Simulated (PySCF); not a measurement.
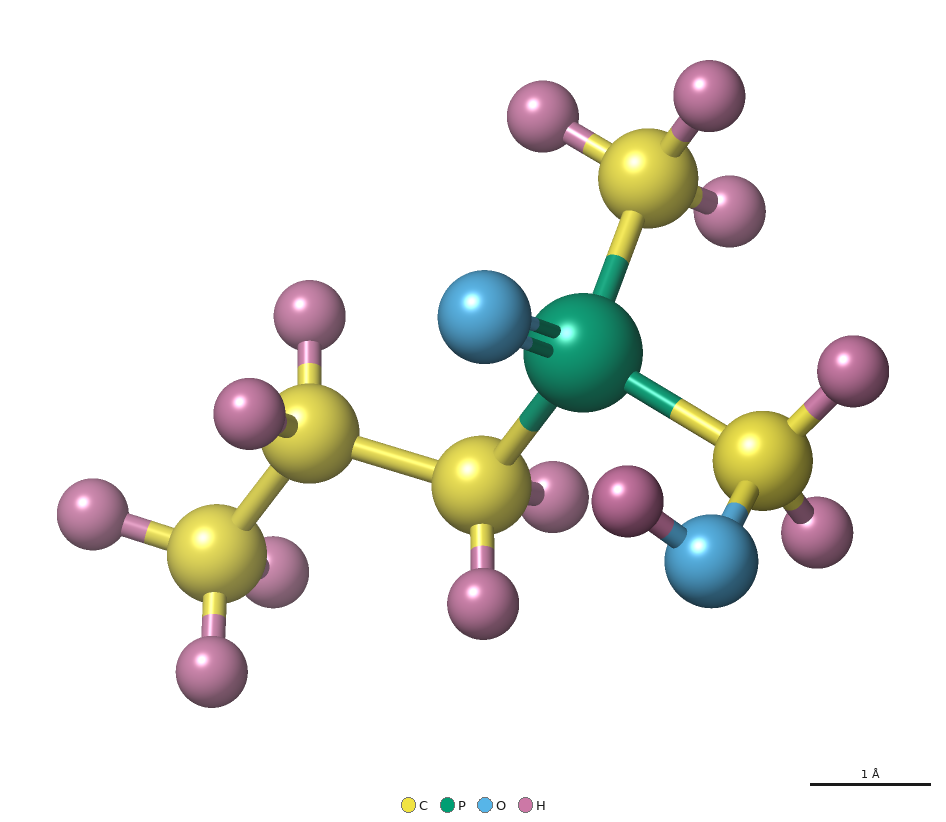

The picture shows a molecular structure as a ball-and-stick model.

Computed geometry: PBE0-D3(BJ)/def2-SVP optimisation. No frequency run is at hand to confirm it as a minimum.

Question: Give the formula.

Answer: C5H13O2P, 21 atoms: 5 carbon, 13 hydrogen, 2 oxygen and 1 phosphorus.

Question: Describe its rings.

Answer: It has no ring.

The parts below concern this one geometry. Atoms keep their numbers from picture to picture.

Symmetry

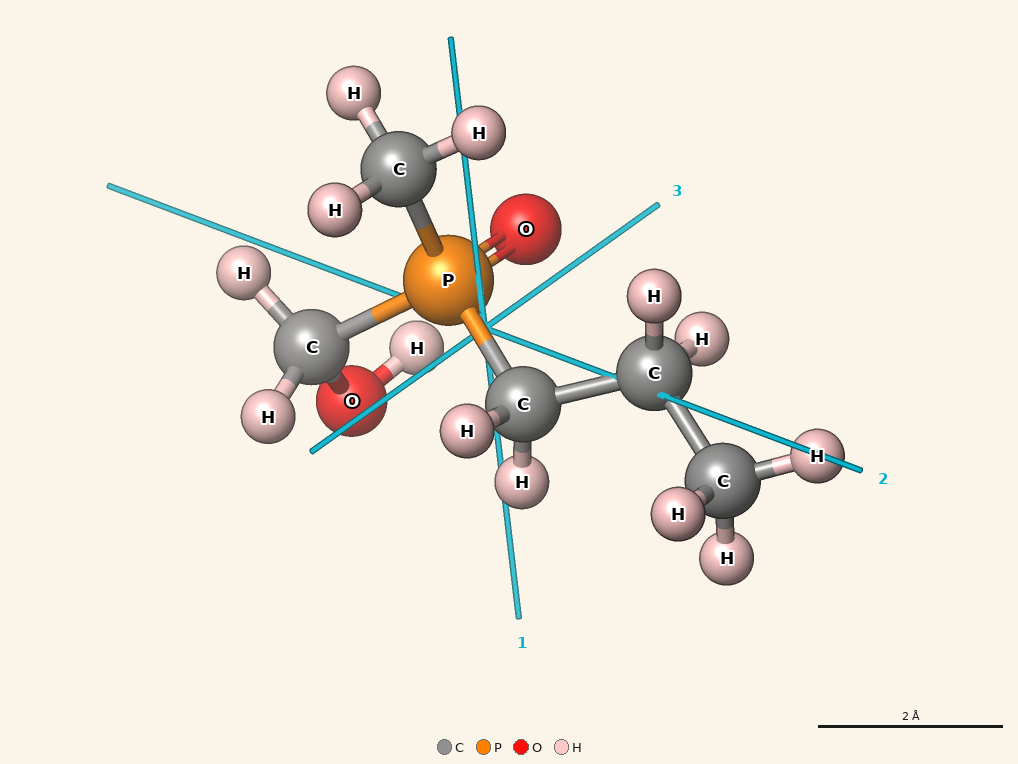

The three principal axes of inertia are drawn and numbered. Depth is shown by fading: the farther an atom, the more it takes the colour of the background. No frequency run is at hand to confirm it as a minimum. Masses are those of the most abundant isotopes; constants are for the rigid equilibrium geometry.

Question: Which line is the a axis (least moment of inertia), which b and which c?

Answer: a is line 2, b is line 1, c is line 3; the moments are 210, 492, 568 u Å².

Question: Classify the rotor and give the rotational constants (cm⁻¹).

Answer: An asymmetric top (C1): A = 0.0804, B = 0.0342, C = 0.0297 cm⁻¹. Ray's parameter κ is −0.82, nearer the prolate limit.

Dipole moment

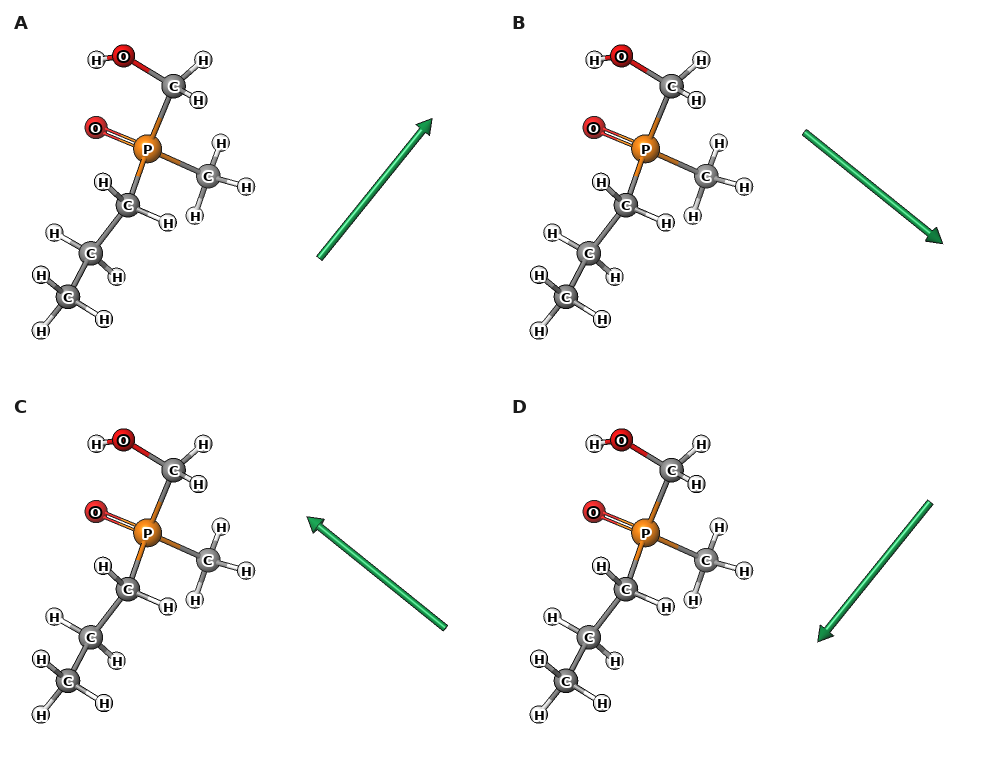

The same molecule four times, each with an arrow. No frequency run is at hand to confirm it as a minimum. Properties computed with PBE0/pcSseg-1 in cyclohexane (IEF-PCM) (PySCF 2.14.0).

Question: Which arrow points along the dipole moment, from the negative to the positive end?

Answer: B. The dipole moment is 4.87 D.

Excitation

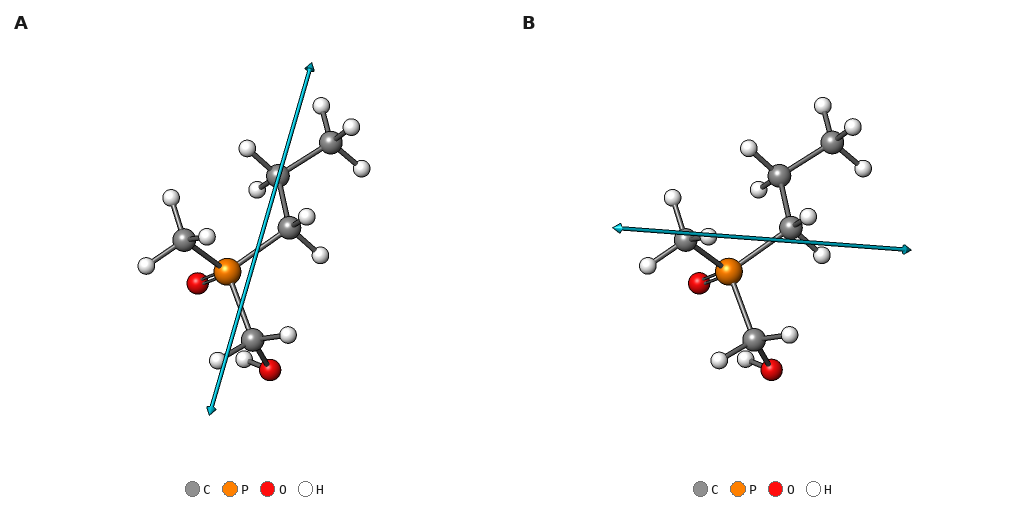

The double arrows show the directions of two transition dipoles from the ground state (lengths mean nothing). No frequency run is at hand to confirm it as a minimum. Properties computed with TDDFT CAM-B3LYP/def2-SVPD, vertical, gas phase, core orbitals frozen in the response (PySCF 2.14.0).

Question: One belongs to singlet state 2 and one to singlet state 8. Which is which?

Answer: A: state 8, 8.39 eV (148 nm), oscillator strength 0.068, of mixed character, with the largest part HOMO → LUMO+4 (weight 0.26).
B: state 2, 7.41 eV (167 nm), oscillator strength 0.034, of mixed character, with the largest part HOMO−1 → LUMO (weight 0.39).

NMR shielding

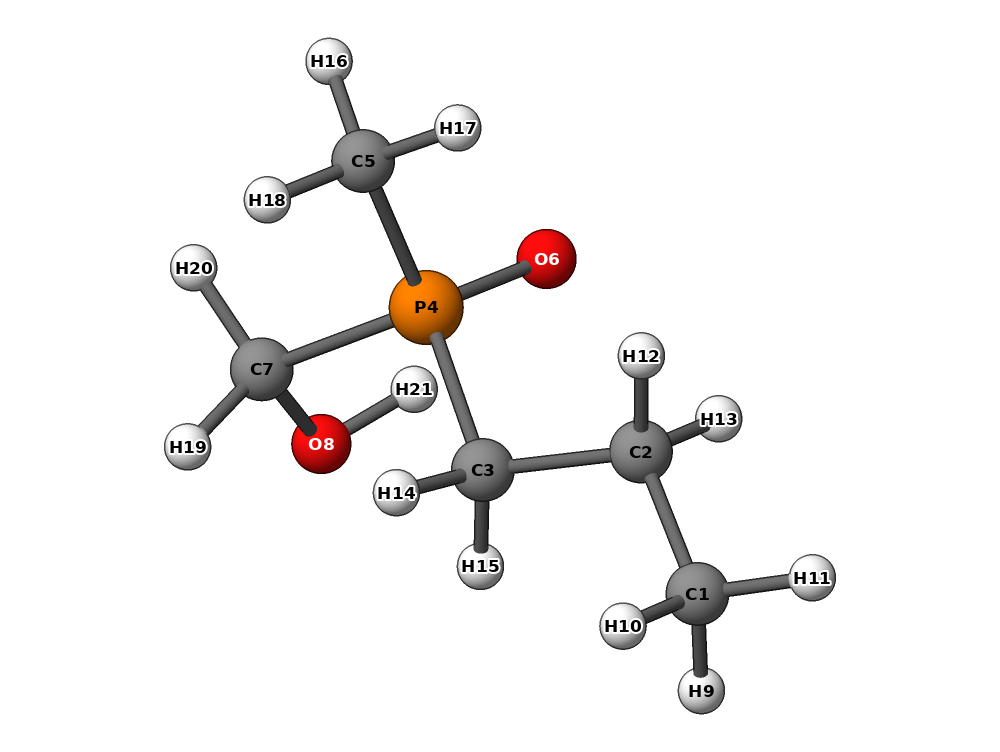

The questions are on isotropic NMR shieldings of the O atoms. No frequency run is at hand to confirm it as a minimum. Method: GIAO KT2/pcSseg-1 NMR shielding, non-relativistic, gas phase (PySCF 2.14.0).

Give the isotropic NMR shieldings of the O atoms atom by atom.

```
atom  σ (ppm)
  O6    242.0
  O8    325.5
```

Polarisability

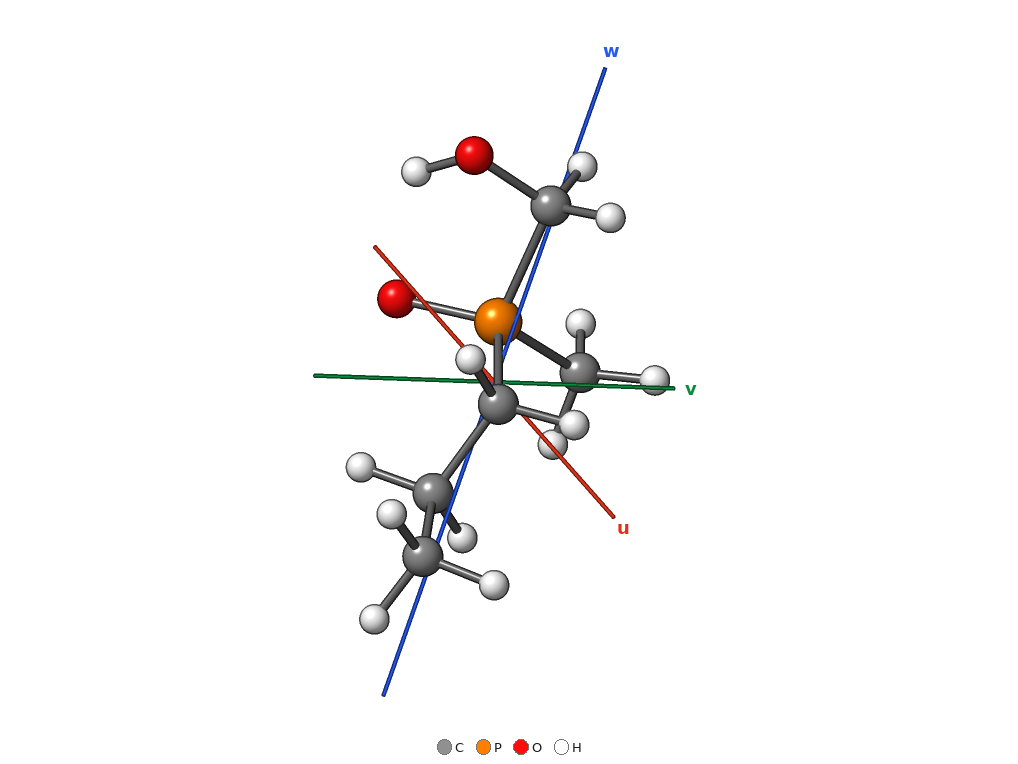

The lines u, v and w are the principal axes of the static dipole polarisability. No frequency run is at hand to confirm it as a minimum. Level of theory: CAM-B3LYP/def2-SVPD (PySCF 2.14.0).

Question: Along which axis is the molecule most polarisable, and along which least?

Answer: Most along w, least along v.

Question: Give the three principal values.

Answer: u 91.1, v 83.5, w 103.3 bohr³; mean 92.6, anisotropy 17.3 bohr³.
